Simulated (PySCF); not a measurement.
**ClH$_{3}$HfO$_{3}$, SMILES `O[Hf](O)(O)Cl`: what the electrons do**

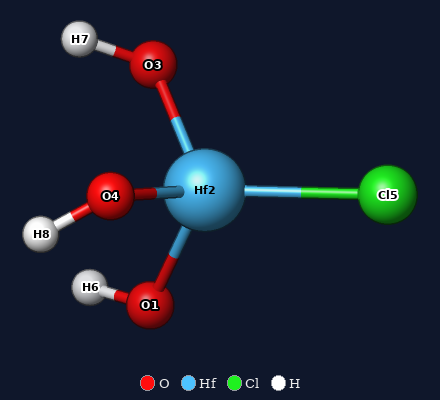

The molecule, with its atoms numbered as below. No frequency check shows the geometry to be a minimum.

Coordinates in Å:

```
O1      -0.9340   -0.5653   -1.5757
Hf2     -0.1164    0.0001    0.0002
O3      -0.9363    1.6462    0.2976
O4      -0.9366   -1.0819    1.2762
Cl5      2.1262    0.0000    0.0005
H6      -1.7670   -0.1432   -1.8120
H7      -1.7699    1.6388    0.7802
H8      -1.7694   -1.4971    1.0274
```

### 1. Bonding charge

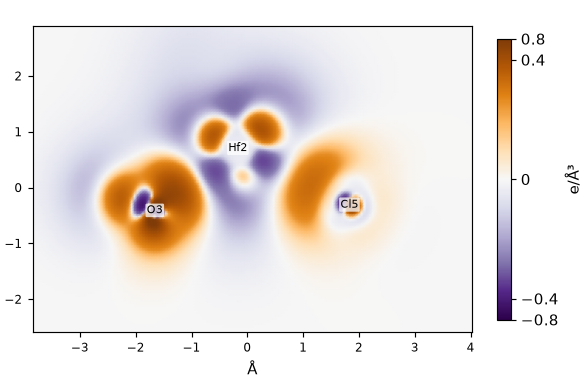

Deformation density (molecule less spherical, spin-averaged free atoms) in the plane of Hf2, O3 and Cl5; colour scale in e/Å³, logarithmic beyond ±0.1; orange: gain, purple: loss.

Method: PBE0/def2-TZVP; geometry: GFN2-xTB; program: PySCF. Core potentials replace the inner electrons of Hf; spin–orbit coupling isn't included. This is a single-reference result, which may miss multireference character in this system.

Describe the bonding that the map shows.

Answer. Hf2–O3: +0.10 e/Å³ at the bond critical point (bond length 1.86 Å, Mayer order 1.1); up to 0.6 Å beside the axis the gain reaches +0.37 e/Å³. Hf2–Cl5: +0.07 e/Å³ at the bond critical point (bond length 2.24 Å, Mayer order 1.0); up to 0.6 Å beside the axis the gain reaches +0.20 e/Å³. In all, 2.2 electrons gather in the regions of gain relative to the promolecule. A small or negative value marks a very polar bond, one between electron-rich atoms, whose free-atom densities already overlap strongly, a long bond to a heavier atom, or a closed-shell contact such as a hydrogen bond.

Where do the Hirshfeld charges lie?

Answer. The highest Hirshfeld charge is on Hf2 (+0.79 e), the lowest on O1, O3 and O4 (−0.36 e).

### 2. Electrostatic potential

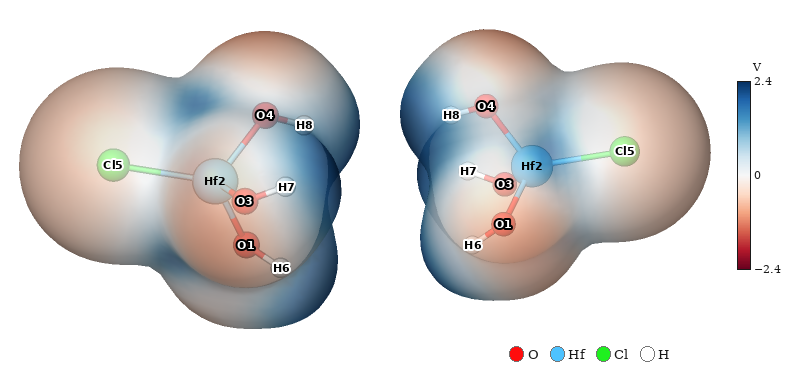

Electrostatic potential on the surface of electron density 0.001 a.u. (back view left, front view right).

Where are the extremes of the potential on the surface?

Answer. Highest: 2.36 V, 1.2 Å from H8. Further maxima include 1.73 V, off the Hf2–O4 bond (2.1 to 2.3 Å from its atoms), and at like points elsewhere. Lowest: −1.01 V, 1.8 Å from O1, and at like points elsewhere. Further minima include −0.63 V, 2.1 Å from Cl5, and at like points elsewhere. The surface is sampled at points, so like sites can differ by a few per cent and only the strongest of them is named.

### 3. In an electric field

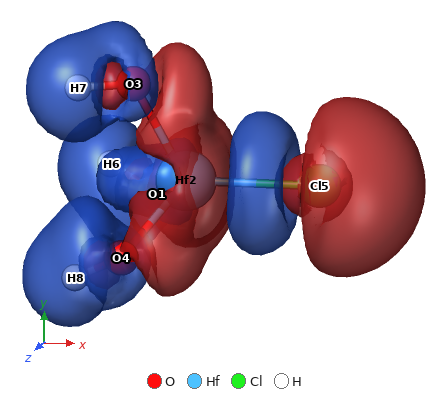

Change of the electron density in a uniform field of 0.21 V/Å, surfaces at ±0.001 e/Å³ (red: gain, blue: loss).

Computed with PySCF, PBE0/def2-TZVP, geometry: GFN2-xTB. Core potentials replace the inner electrons of Hf; spin–orbit coupling isn't included. This is a single-reference result, which may miss multireference character in this system. A basis without diffuse functions makes polarisabilities too small.

The field was applied in both directions; the picture shows the one opposite to the script's first.

Along which Cartesian direction does the field point?

Answer. Along −x: electrons gather on the +x side, against the field.

How large is the response?

Answer. The induced dipole is 0.66 D (along the field); α along this axis, from the fields in both directions, is 65 bohr³ (9.6 Å³).
